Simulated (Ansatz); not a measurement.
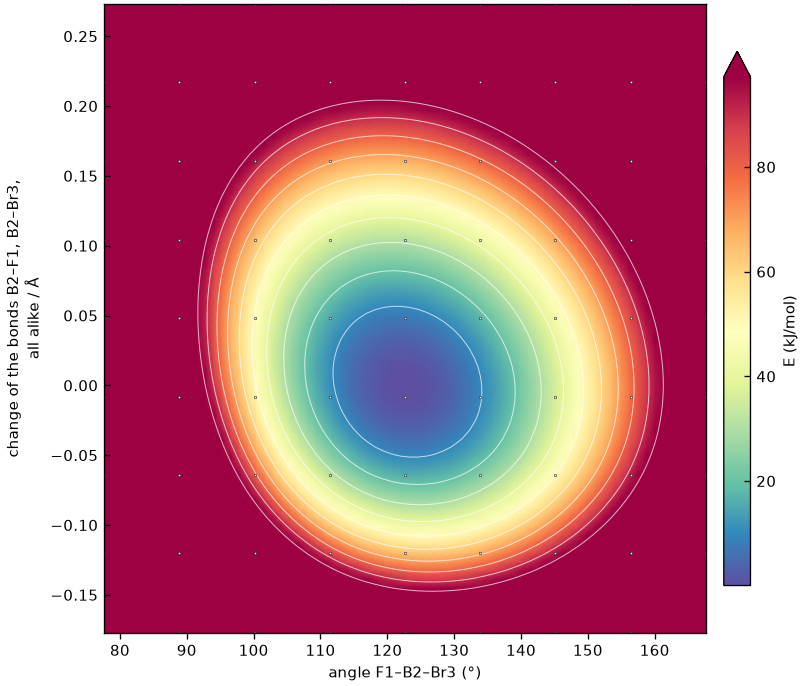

BBrF, SMILES F[B]Br, spin multiplicity 2. The first coordinate is: angle F1–B2–Br3; the second: change of the bonds B2–F1, B2–Br3, all alike. Nothing is relaxed (all other coordinates rigid). The grid has 9 × 9 points. Points are written as (first, second). Energies: kJ/mol, counted from the relaxed molecule at the same level. Method: UKS wB97X-V/def2-SVP (Ansatz).

In the figure: a smooth colour map with a few white contour lines, dots at the grid points, one colour for all values above the top of the scale. Between grid points the surface is interpolated.

**Estimate the position of the minimum and the force constants in these coordinates.**

The interpolated minimum is at angle F1–B2–Br3 ≈ 122.6°, the second coordinate ≈ 0.000 Å. The curvatures there are about 5.5 eV/rad² and 72 eV/Å², with a cross term of about 2.3 eV/(rad·Å). Round the minimum the two coordinates are weakly coupled (coupling 0.12 in units of the two stiffnesses). (1 eV is 96.5 kJ/mol.)
